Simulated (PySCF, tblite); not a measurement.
# C3H7N: changes of charge, electronic excitations, EPR parameters, part 3 of 3

tblite 0.8.0 and PySCF 2.14.0. Atoms count from 0. Earlier steps stand in the parts before.

## Step 19: Electronic excitations: TDDFT CAM-B3LYP/def2-SVPD

Job settings and geometry (Å):

```
{"job": {"kind": "uv", "xc": "CAM-B3LYP", "basis": "def2-SVPD", "nstates": 6, "ntriplets": 0}, "charge": 0, "multiplicity": 1}
N      1.537134     0.443626     0.304216
C      0.293134     0.383037    -0.400779
C     -0.990458     0.426623     0.358018
C     -0.612624    -0.823579    -0.393787
H      1.433495     0.075530     1.247130
H      2.235819    -0.135710    -0.158374
H      0.311574     0.956287    -1.335369
H     -1.808014     1.045061    -0.021165
H     -0.929502     0.400619     1.450843
H     -1.169739    -1.078987    -1.299888
H     -0.288451    -1.686787     0.195803
```

With the program's defaults for keys left out, this is: TDDFT CAM-B3LYP/def2-SVPD, vertical, gas phase, core orbitals frozen in the response.

Output:

```text
coarse grid: 8664 points
cycle   1  E = -172.9748304188  dE =  5.347e-01  |g| = 3.206e-01  |ddm| = 4.545e+00
cycle   2  E = -172.9843875686  dE = -9.557e-03  |g| = 2.883e-01  |ddm| = 2.013e+00
cycle   3  E = -173.0022629057  dE = -1.788e-02  |g| = 3.599e-02  |ddm| = 9.077e-01
cycle   4  E = -173.0025085864  dE = -2.457e-04  |g| = 1.569e-02  |ddm| = 1.460e-01
cycle   5  E = -173.0025638060  dE = -5.522e-05  |g| = 4.321e-03  |ddm| = 2.844e-02
cycle   6  E = -173.0025685235  dE = -4.717e-06  |g| = 4.928e-04  |ddm| = 1.796e-02
final grid: 82224 points
cycle   7  E = -173.0330028681  dE = -2.444e-05  |g| = 3.203e-03  |ddm| = 7.309e-02
cycle   8  E = -173.0330032360  dE = -3.679e-07  |g| = 3.138e-03  |ddm| = 1.448e-02
cycle   9  E = -173.0330055433  dE = -2.307e-06  |g| = 1.850e-04  |ddm| = 7.287e-03
cycle  10  E = -173.0330055476  dE = -4.295e-09  |g| = 1.577e-04  |ddm| = 8.471e-04
cycle  11  E = -173.0330055534  dE = -5.814e-09  |g| = 1.365e-05  |ddm| = 3.227e-04
cycle  12  E = -173.0330055534  dE = -6.577e-11  |g| = 3.633e-06  |ddm| = 8.122e-05
converged SCF energy = -173.0330055534

Static polarisability (au): isotropic 44.424, principal 41.073 43.988 48.211

Singlet excitations
state   eV       nm        f      main configurations
  1   6.2320    198.9   0.02312   H->L 0.82, H->L+3 0.12
  2   7.0001    177.1   0.00747   H->L+2 0.53, H->L+1 0.39
  3   7.2439    171.2   0.00682   H->L+1 0.39, H->L+2 0.28, H->L+3 0.12
  4   7.4805    165.7   0.00367   H->L+3 0.66, H->L+2 0.16
  5   8.2066    151.1   0.00156   H-1->L 0.53, H->L+4 0.34
  6   8.2196    150.8   0.02348   H->L+4 0.48, H-1->L 0.39
```

It took 8 s on 1 thread of Arm Neoverse V1, shared host; peak memory 0.57 GiB.

Frontier orbitals and where they lie:

```
orbital      eV                       atoms
 HOMO−3  -11.69   C2 28 %, C3 24 %, H7 13 %
 HOMO−2  -10.97   N0 26 %, C1 23 %, C3 21 %
 HOMO−1   -9.85   C2 38 %, C1 20 %, C3 19 %
   HOMO   -8.02   N0 48 %, C3 17 %, C1 15 %
   LUMO    1.52   C3 18 %, C2 12 %, C1 11 %
 LUMO+1    2.11   C2 22 %, H8 20 %, H7 12 %
 LUMO+2    2.25  H6 26 %, H7 14 %, H10 13 %
```

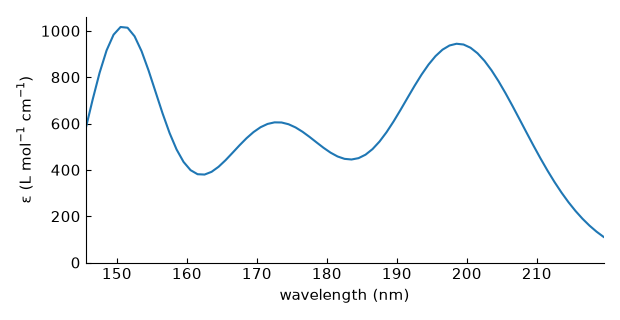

Absorption spectrum: each of the 6 states is a Gaussian band of 0.4 eV half-width at 1/e. Beyond the last state computed it falls off for lack of states.

Ground-state properties from the same run:

```
           property  computed
  dipole moment (D)      1.25
polarisability (Å³)      6.58
 HOMO–LUMO gap (eV)      9.54
      −ε(HOMO) (eV)      8.02
```

## Step 20: EPR parameters (C3H7N+ (doublet), [NH2+]C1CC1): UKS B3LYP, pcH-1 on C H N

Job settings and geometry (Å):

```
{"job": {"kind": "epr", "basis": "pcH-1"}, "charge": 1, "multiplicity": 2}
N      1.503242     0.053915     0.268519
C      0.384888     0.164405    -0.468458
C     -1.047545     0.520436     0.346152
C     -0.790670    -0.763297    -0.295304
H      1.563938    -0.565105     1.075629
H      2.329290     0.609209     0.051563
H      0.482223     0.755283    -1.383079
H     -1.583925     1.319561    -0.174220
H     -0.919115     0.634976     1.426112
H     -1.307149    -0.983036    -1.236521
H     -0.614927    -1.632333     0.347831
```

Method: UKS B3LYP, pcH-1 on C H N, non-relativistic, mean-field spin-orbit, GIAO.

Output:

```text
UKS, coarse grid
  cycle   1  E = -172.95568180  |g| = 1.72e-01
  cycle   2  E = -172.95663242  |g| = 1.76e-01
  cycle   3  E = -172.97143328  |g| = 3.97e-02
  cycle   4  E = -172.97202041  |g| = 1.93e-02
  cycle   5  E = -172.97216471  |g| = 7.87e-03
  cycle   6  E = -172.97219366  |g| = 1.84e-03
  cycle   7  E = -172.97219594  |g| = 1.30e-03
  cycle   8  E = -172.97219685  |g| = 2.43e-04
UKS, final grid
  cycle   1  E = -172.97220124  |g| = 2.25e-04
  cycle   2  E = -172.97220123  |g| = 2.91e-04
  cycle   3  E = -172.97220127  |g| = 3.97e-05
  cycle   4  E = -172.97220127  |g| = 3.00e-05
E = -172.97220127 Eh   <S^2> = 0.7558 (exact 0.7500)
g shifts (ppm)      1          2          3
  rmc          -199       -199       -199
  gc             16         28         36
  oz_so         345       1214       2353
  total         163       1044       2190
hyperfine (MHz)  atom isotope    a_iso     a_fc   dipolar eigenvalues
    0   14N      20.77      20.77    -24.65    -24.42     49.07
    1   13C     -10.71     -10.71    -20.92    -16.77     37.69
    2   13C      33.68      33.68    -36.21    -36.01     72.22
    3   13C      -1.83      -1.83     -9.64     -7.81     17.45
    4    1H     -36.86     -36.86    -26.79     -7.21     33.99
    5    1H     -37.75     -37.75    -28.33     -7.00     35.33
    6    1H      -1.78      -1.78     -8.99     -3.92     12.91
    7    1H      -1.76      -1.76    -17.11     -1.89     19.00
    8    1H     -24.92     -24.92    -16.83     -1.60     18.43
    9    1H      53.71      53.71     -5.17     -1.53      6.70
   10    1H      14.21      14.21     -5.42     -0.19      5.61
```

Wall time 14 s (1 thread of Arm Neoverse V1, shared host); peak memory 0.57 GiB.

Principal g values 2.00248, 2.00336, 2.00451; g(iso) = 2.00345, against 2.00232 for a free electron.

Mean a(iso) over the nuclei that a row names, and the largest dipolar term of the row (other rows stand at the frozen geometry):

```
 nuclei  isotope  a(iso) (MHz)  a(iso) (G, at g = 2.0023)  largest dipolar term (MHz)
 H4, H5       1H         -37.3                      -13.3                        35.3
 H7, H9       1H          26.0                        9.3                        19.0
     N0      14N          20.8                        7.4                        49.1
 C2, C3      13C          15.9                        5.7                        72.2
     C1      13C         -10.7                       -3.8                        37.7
H8, H10       1H          -5.4                       -1.9                        18.4
     H6       1H          -1.8                       -0.6                        12.9
```

Mulliken spin populations:

```
atom  value (e)
  N0       0.49
  C1       0.14
  C2       0.38
  C3       0.03
  H4      -0.02
  H5      -0.02
  H6       0.00
  H7      -0.01
  H8      -0.01
  H9       0.02
 H10       0.01
```

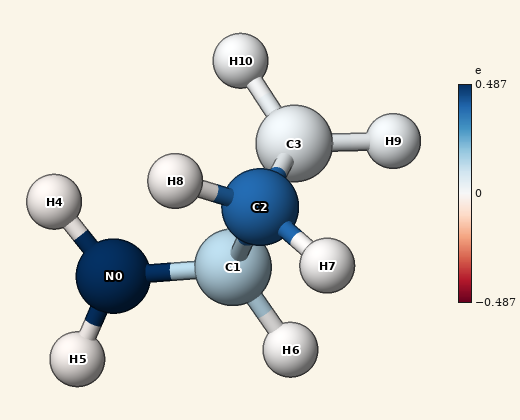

Mulliken spin populations, as colours on the atoms.

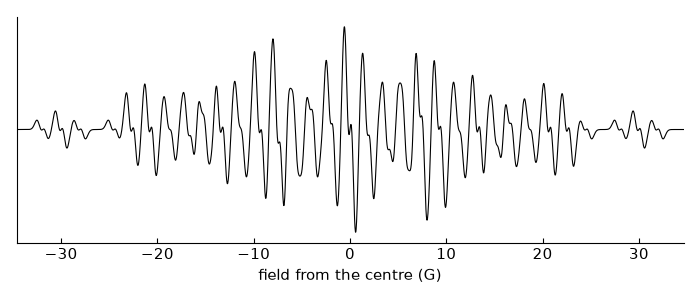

First-order isotropic spectrum (first derivative, main isotopes with spin only, couplings over 0.8 MHz, Gaussian width 0.3 G; couplings of the frozen geometry, rotation of groups not averaged beyond the rows shown).

## Step 21: Spectra of the species

Job settings and geometry (Å):

```
{"job": {"kind": "rx", "dirs": [1], "geom": {"xc": "PBE0", "basis": "def2-SVP", "d3": "d3bj", "grid": 1}, "hess": 1, "level": {"xc": "wB97X", "basis": "ma-def2-TZVP", "d3": "d3bj", "solvents": ["acetonitrile"]}, "spectra": true}, "charge": 0, "multiplicity": 1}
N      1.537134     0.443626     0.304216
C      0.293134     0.383037    -0.400779
C     -0.990458     0.426623     0.358018
C     -0.612624    -0.823579    -0.393787
H      1.433495     0.075530     1.247130
H      2.235819    -0.135710    -0.158374
H      0.311574     0.956287    -1.335369
H     -1.808014     1.045061    -0.021165
H     -0.929502     0.400619     1.450843
H     -1.169739    -1.078987    -1.299888
H     -0.288451    -1.686787     0.195803
```

Output:

```text
uv NC1CC1 +0: TDDFT CAM-B3LYP/def2-SVPD, vertical, gas phase, core orbitals frozen in the response
epr [NH2+]C1CC1 +1: UKS B3LYP, pcH-1 on C H N, non-relativistic, mean-field spin-orbit, GIAO
```

Run time: 22 s. Hardware: 1 thread of Arm Neoverse V1, shared host; peak memory 0.57 GiB.

This step only lists the spectra that were run on the species above.

## Step 22: Single point (C₃H₇N): BHandHLYP/6-311+G**

Geometry: PBE0-D3(BJ)/def2-SVP.

The job, as its differences from that of step 21:

```diff
@@ -1,2 +1,2 @@
-{"job": {"kind": "rx", "dirs": [1], "geom": {"xc": "PBE0", "basis": "def2-SVP", "d3": "d3bj", "grid": 1}, "hess": 1, "level": {"xc": "wB97X", "basis": "ma-def2-TZVP", "d3": "d3bj", "solvents": ["acetonitrile"]}, "spectra": true}, "charge": 0, "multiplicity": 1}
+{"job": {"kind": "sp", "xc": "BHandHLYP", "basis": "6-311+G**", "grid": 2}, "charge": 0, "multiplicity": 1}
 N      1.537134     0.443626     0.304216
```

Output:

```text
coarse grid: 8664 points
cycle   1  E = -173.1512016642  dE =  5.926e-01  |g| = 3.209e-01  |ddm| = 2.570e+00
cycle   2  E = -173.1662482740  dE = -1.505e-02  |g| = 2.450e-01  |ddm| = 1.303e+00
cycle   3  E = -173.1788394023  dE = -1.259e-02  |g| = 4.221e-02  |ddm| = 4.749e-01
cycle   4  E = -173.1791925203  dE = -3.531e-04  |g| = 1.390e-02  |ddm| = 4.479e-02
cycle   5  E = -173.1792332661  dE = -4.075e-05  |g| = 4.354e-03  |ddm| = 1.807e-02
cycle   6  E = -173.1792377175  dE = -4.451e-06  |g| = 5.314e-04  |ddm| = 1.016e-02
final grid: 82224 points
cycle   7  E = -173.1776896323  dE = -1.192e-05  |g| = 2.956e-03  |ddm| = 4.261e-02
cycle   8  E = -173.1776900903  dE = -4.579e-07  |g| = 2.755e-03  |ddm| = 8.014e-03
cycle   9  E = -173.1776918461  dE = -1.756e-06  |g| = 1.320e-04  |ddm| = 3.900e-03
cycle  10  E = -173.1776918500  dE = -3.815e-09  |g| = 1.046e-04  |ddm| = 4.002e-04
cycle  11  E = -173.1776918525  dE = -2.541e-09  |g| = 1.681e-05  |ddm| = 1.816e-04
converged SCF energy = -173.1776918525
```

Wall time 2.8 s (1 thread of Arm Neoverse V1, shared host); peak memory 0.55 GiB.

## Step 23: Single point (C₃H₇N+ (doublet)): BHandHLYP/6-311+G**

Geometry: PBE0-D3(BJ)/def2-SVP, that of another charge or spin state.

The job, as its differences from that of step 22:

```diff
@@ -1,2 +1,2 @@
-{"job": {"kind": "sp", "xc": "BHandHLYP", "basis": "6-311+G**", "grid": 2}, "charge": 0, "multiplicity": 1}
+{"job": {"kind": "sp", "xc": "BHandHLYP", "basis": "6-311+G**", "grid": 2}, "charge": 1, "multiplicity": 2}
 N      1.537134     0.443626     0.304216
```

Output:

```text
final grid: 82224 points
cycle   1  E = -172.8097366916  dE = -1.300e-02  |g| = 3.049e-01  |ddm| = 8.116e-01
cycle   2  E = -172.8052676034  dE =  4.469e-03  |g| = 3.229e-01  |ddm| = 5.874e-01
cycle   3  E = -172.8499661505  dE = -4.470e-02  |g| = 4.040e-02  |ddm| = 3.519e-01
cycle   4  E = -172.8509015191  dE = -9.354e-04  |g| = 1.507e-02  |ddm| = 5.215e-02
cycle   5  E = -172.8511122044  dE = -2.107e-04  |g| = 7.315e-03  |ddm| = 2.523e-02
cycle   6  E = -172.8511885971  dE = -7.639e-05  |g| = 4.933e-03  |ddm| = 1.812e-02
cycle   7  E = -172.8512323734  dE = -4.378e-05  |g| = 1.705e-03  |ddm| = 1.778e-02
cycle   8  E = -172.8512398877  dE = -7.514e-06  |g| = 5.924e-04  |ddm| = 8.790e-03
cycle   9  E = -172.8512407416  dE = -8.539e-07  |g| = 2.265e-04  |ddm| = 2.598e-03
cycle  10  E = -172.8512408506  dE = -1.090e-07  |g| = 9.767e-05  |ddm| = 9.068e-04
cycle  11  E = -172.8512408652  dE = -1.457e-08  |g| = 5.122e-05  |ddm| = 3.672e-04
cycle  12  E = -172.8512408671  dE = -1.917e-09  |g| = 2.646e-05  |ddm| = 1.920e-04
converged SCF energy = -172.8512408671
```

Wall time 7.1 s (1 thread of Arm Neoverse V1, shared host); peak memory 0.55 GiB.

## Step 24: Single point (C3H7N): BHandHLYP/6-311+G**

Geometry: PBE0-D3(BJ)/def2-SVP, that of another charge or spin state.

Job settings and geometry (Å):

```
{"job": {"kind": "sp", "xc": "BHandHLYP", "basis": "6-311+G**", "grid": 2}, "charge": 0, "multiplicity": 1}
N      1.503242     0.053915     0.268519
C      0.384888     0.164405    -0.468458
C     -1.047545     0.520436     0.346152
C     -0.790670    -0.763297    -0.295304
H      1.563938    -0.565105     1.075629
H      2.329290     0.609209     0.051563
H      0.482223     0.755283    -1.383079
H     -1.583925     1.319561    -0.174220
H     -0.919115     0.634976     1.426112
H     -1.307149    -0.983036    -1.236521
H     -0.614927    -1.632333     0.347831
```

Output:

```text
coarse grid: 8664 points
cycle   1  E = -173.1195945686  dE =  6.197e-01  |g| = 3.300e-01  |ddm| = 2.688e+00
cycle   2  E = -173.1335224847  dE = -1.393e-02  |g| = 2.715e-01  |ddm| = 1.769e+00
cycle   3  E = -173.1497693941  dE = -1.625e-02  |g| = 3.169e-02  |ddm| = 9.319e-01
cycle   4  E = -173.1500264863  dE = -2.571e-04  |g| = 5.894e-03  |ddm| = 1.053e-01
cycle   5  E = -173.1500347301  dE = -8.244e-06  |g| = 2.875e-03  |ddm| = 2.247e-02
final grid: 82224 points
cycle   6  E = -173.1481642337  dE = -1.105e-05  |g| = 4.423e-03  |ddm| = 4.530e-02
cycle   7  E = -173.1481632799  dE =  9.537e-07  |g| = 5.021e-03  |ddm| = 2.008e-02
cycle   8  E = -173.1481685459  dE = -5.266e-06  |g| = 2.722e-04  |ddm| = 8.863e-03
cycle   9  E = -173.1481685614  dE = -1.557e-08  |g| = 1.645e-04  |ddm| = 7.048e-04
cycle  10  E = -173.1481685692  dE = -7.763e-09  |g| = 1.809e-05  |ddm| = 5.305e-04
converged SCF energy = -173.1481685692
```

Wall time 2.7 s (1 thread of Arm Neoverse V1, shared host); peak memory 0.55 GiB.

## Step 25: Single point (C₃H₇N+ (doublet), [NH2+]C1CC1): BHandHLYP/6-311+G**

Geometry: PBE0-D3(BJ)/def2-SVP.

The job, as its differences from that of step 24:

```diff
@@ -1,2 +1,2 @@
-{"job": {"kind": "sp", "xc": "BHandHLYP", "basis": "6-311+G**", "grid": 2}, "charge": 0, "multiplicity": 1}
+{"job": {"kind": "sp", "xc": "BHandHLYP", "basis": "6-311+G**", "grid": 2}, "charge": 1, "multiplicity": 2}
 N      1.503242     0.053915     0.268519
```

Output:

```text
final grid: 82224 points
cycle   1  E = -172.8624647691  dE = -1.869e-02  |g| = 2.439e-01  |ddm| = 1.070e+00
cycle   2  E = -172.8684116869  dE = -5.947e-03  |g| = 2.179e-01  |ddm| = 4.106e-01
cycle   3  E = -172.8896089867  dE = -2.120e-02  |g| = 1.662e-02  |ddm| = 2.255e-01
cycle   4  E = -172.8897775793  dE = -1.686e-04  |g| = 8.689e-03  |ddm| = 2.121e-02
cycle   5  E = -172.8898518732  dE = -7.429e-05  |g| = 2.863e-03  |ddm| = 1.471e-02
cycle   6  E = -172.8898669760  dE = -1.510e-05  |g| = 2.034e-03  |ddm| = 6.890e-03
cycle   7  E = -172.8898717565  dE = -4.781e-06  |g| = 5.446e-04  |ddm| = 4.175e-03
cycle   8  E = -172.8898723568  dE = -6.003e-07  |g| = 2.495e-04  |ddm| = 1.846e-03
cycle   9  E = -172.8898724491  dE = -9.235e-08  |g| = 1.089e-04  |ddm| = 6.865e-04
cycle  10  E = -172.8898724670  dE = -1.789e-08  |g| = 5.169e-05  |ddm| = 2.553e-04
cycle  11  E = -172.8898724728  dE = -5.733e-09  |g| = 2.088e-05  |ddm| = 1.799e-04
converged SCF energy = -172.8898724728
```

Run time: 6.6 s. Hardware: 1 thread of Arm Neoverse V1, shared host; peak memory 0.55 GiB.

## Step 26: Changes of charge: BHandHLYP/6-311+G**

This step combines the energies above: geometries from PBE0-D3(BJ)/def2-SVP, zero-point and thermal terms from PBE0-D3(BJ)/def2-SVP.

Job settings and geometry (Å):

```
{"job": {"kind": "rx", "dirs": [1], "geom": {"xc": "PBE0", "basis": "def2-SVP", "d3": "d3bj", "grid": 1}, "hess": 1, "level": {"xc": "BHandHLYP", "basis": "6-311+G**"}}, "charge": 0, "multiplicity": 1}
N      1.537134     0.443626     0.304216
C      0.293134     0.383037    -0.400779
C     -0.990458     0.426623     0.358018
C     -0.612624    -0.823579    -0.393787
H      1.433495     0.075530     1.247130
H      2.235819    -0.135710    -0.158374
H      0.311574     0.956287    -1.335369
H     -1.808014     1.045061    -0.021165
H     -0.929502     0.400619     1.450843
H     -1.169739    -1.078987    -1.299888
H     -0.288451    -1.686787     0.195803
```

Output (the driver's rows laid out field by field):

```text
ionisation and electron attachment, BHandHLYP/6-311+G** // PBE0-D3(BJ)/def2-SVP

row 1
  change                  oxidation
  charge                  1
  multiplicity            2
  vertical_ev             8.8832
  vertical_s2             0.761
  formula                 C3H7N
  smiles                  [NH2+]C1CC1
  kept                    yes
  pieces                  1
  point_group             C1
  adiabatic_electronic_ev 7.832
  adiabatic_ev            7.7958
  free_energy_ev          7.7709
  s2                      0.764
  bonds_moved             1 2 1.492 1.686; 0 1 1.431 1.344; 2 3 1.507 1.458
  spin_on                 0 N 0.506; 2 C 0.395; 1 C 0.109
  charge_moved            0 N 0.275; 2 C 0.117; 5 H 0.092; 4 H 0.083
  vertical_back_ev        7.0286
  relaxation_parent_ev    0.8034
  relaxation_ion_ev       1.0512
  reorganisation_ev       1.8546
```

Wall time 19 s (1 thread of Arm Neoverse V1, shared host); peak memory 0.55 GiB.

Energy taken up on oxidation, or given off on reduction (eV; adiabatic with zero-point energy):

```
                    change      product  vertical  adiabatic  free energy  reorganisation  ⟨S²⟩
oxidation (multiplicity 2)  [NH2+]C1CC1      8.88       7.80         7.77            1.85  0.76
```

On oxidation to multiplicity 2 charge changes most on N0 (+0.28 e), C2 (+0.12 e), H5 (+0.09 e); the spin sits on N0 (0.51), C2 (0.40), C1 (0.11); the bond C1–C2 goes from 1.492 to 1.686 Å.

## Step 27: Results

What follows sums up all 3 parts.

| quantity | value |
| --- | --- |
| strongest single infrared mode (GFN2-xTB) | 950 cm⁻¹, 84 km/mol |
| zero-point energy (GFN2-xTB) | 60.6 kcal/mol |
| point group | C1 |
| rotational constants (main isotopes) | 16.33, 6.64, 5.80 GHz |
| ionisation energy (wB97X-D3(BJ)/ma-def2-TZVP) | vertical 9.06 eV, adiabatic 8.01 eV |
| lowest singlet (CAM-B3LYP/def2-SVPD) | 6.23 eV (199 nm), f = 0.023 |
| brightest single state of those computed | state 6, 8.22 eV, f = 0.023 |
| ionisation energy (BHandHLYP/6-311+G**) | vertical 8.88 eV, adiabatic 7.80 eV |

No mode is imaginary among the 27: a minimum at this level. The strongest single mode, at 950 cm⁻¹, has its largest shares on H4, H8 and C1 (the list is cut at 3 atoms). Unscaled tight-binding wavenumbers are off by several per cent, some by more. Its intensities can rank the bands wrongly. The optimisation took 3 steps and gained 0.031 eV; among the close pairs (by a distance rule), C2–H8 changed most, from 1.080 to 1.095 Å (PBE0/def2-SVP). At wB97X-D3(BJ)/ma-def2-TZVP, relaxation with the zero-point term after oxidation moves the energy taken up from 9.06 eV (vertical) to 8.01 eV (adiabatic, with zero-point energy). The first singlet state (HOMO→LUMO 0.82, HOMO→LUMO+3 0.12) lies at 6.23 eV and is weak; of the 6 states computed, the strongest absorption comes from state 6 at 8.22 eV (the last computed, so partners may be missing). States above −ε(HOMO) lie where TDDFT describes them poorly and they hang on the basis; the brightest is among them.
